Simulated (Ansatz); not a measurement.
**C2H8OSi2: density, localisation and related maps**

Input

```
crystal:
  periodic: [false, false, false]
  atoms:
    - { symbol: Si, position_ang: [-1.6351, 0.4598, -1.0716] }
    - { symbol: C, position_ang: [-0.4696, -0.0184, 0.3671] }
    - { symbol: C, position_ang: [-0.93644, 0.57976, 1.70618] }
    - { symbol: Si, position_ang: [-0.44328, -1.13495, 2.45042] }
    - { symbol: O, position_ang: [-0.5486, -1.42038, 0.75971] }
    - { symbol: H, position_ang: [-2.7235, 1.462, -0.5926] }
    - { symbol: H, position_ang: [-0.8997, 1.1384, -2.1929] }
    - { symbol: H, position_ang: [-2.3238, -0.6898, -1.6211] }
    - { symbol: H, position_ang: [0.58669, 0.22577, 0.08378] }
    - { symbol: H, position_ang: [-1.97905, 0.76093, 1.85391] }
    - { symbol: H, position_ang: [-0.32827, 1.41399, 2.08842] }
    - { symbol: H, position_ang: [0.99788, -1.21135, 2.86121] }
    - { symbol: H, position_ang: [-1.45671, -1.83086, 3.11269] }
basis:
  gaussian: { orbitals: "6-31G" }
hamiltonian:
  xc: pbe0
relax:
  f_tol: 0.015
  max_steps: 40
output:
  orbitals: {}
```

Run with:

```sh
ansatz run input.yaml --threads 1 --pin off --max-ram 2048MiB --backend cpu --events-out ev --progress --plain --runs-dir out
```

The fields are those of the run's last geometry, not of the input's.

Computed with RKS PBE0/6-31G in Ansatz 0.2.0.

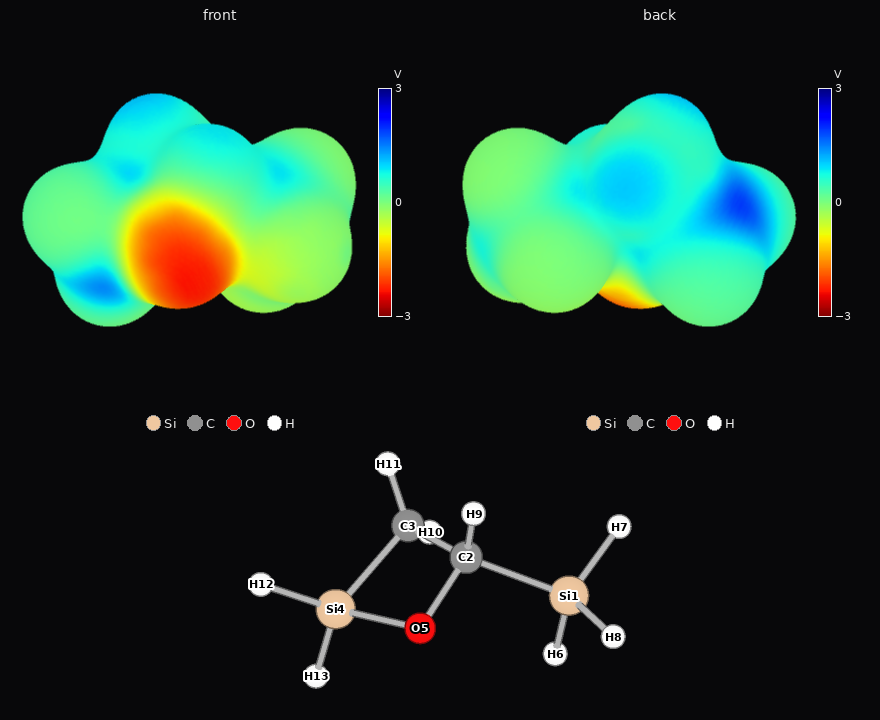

Figure 1. The molecular electrostatic potential painted on the density surface at 0.002 e/bohr³, seen from the front and from behind; red is negative and blue positive. The bare structure is drawn below in the same view.

Q: Where is the surface potential most negative and most positive?

A: The most negative region (about −2.3 V) lies over O5, the most positive (about +1.8 V) over Si4. O5 is the likeliest acceptor of a hydrogen bond.

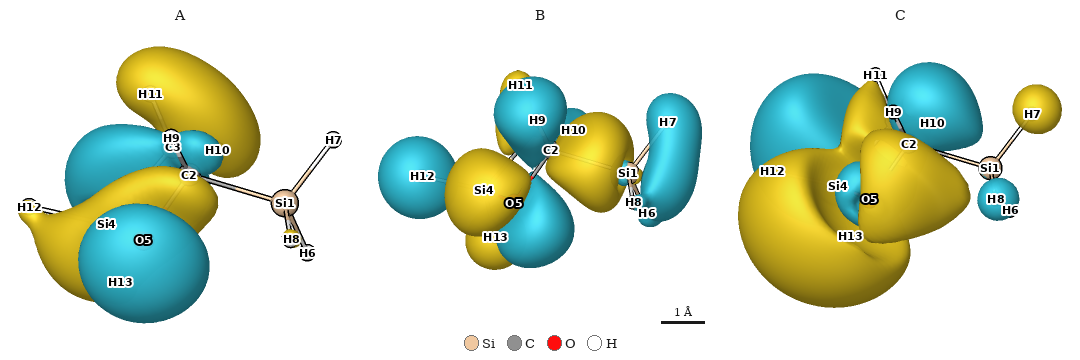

Figure 2. Three frontier orbitals at ±0.06 Å⁻³ᐟ² (yellow and cyan are the two phases), in no order.

Q: Which picture is the HOMO−1, the HOMO and the LUMO?

A: A is the HOMO−1 (−8.24 eV). By Hirshfeld shares it lies mainly on O5 (about 50 %), C3 (about 20 %) and Si4 (about 15 %). B is the HOMO (−7.04 eV). By Hirshfeld shares it lies mainly on O5 (about 55 %), C2 (about 15 %) and Si1 (about 10 %). C is the LUMO (−0.43 eV). It lies mainly on Si4 (about 55 %), O5 (about 10 %), C3 (about 10 %) and C2 (about 5 %).

Q: What is the HOMO–LUMO gap?

A: 6.61 eV between the orbital energies.

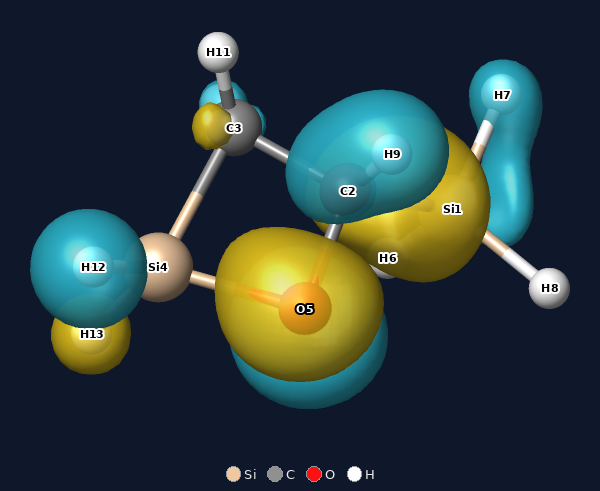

Figure 3. The HOMO at ±0.1 Å⁻³ᐟ² (yellow and cyan are the two phases), seen at a tilt.

Q: What is the character of this orbital?

A: Its weight (Hirshfeld) is mainly on O5 (about 55 %), C2 (about 15 %) and Si1 (about 10 %). Its energy is −7.04 eV.
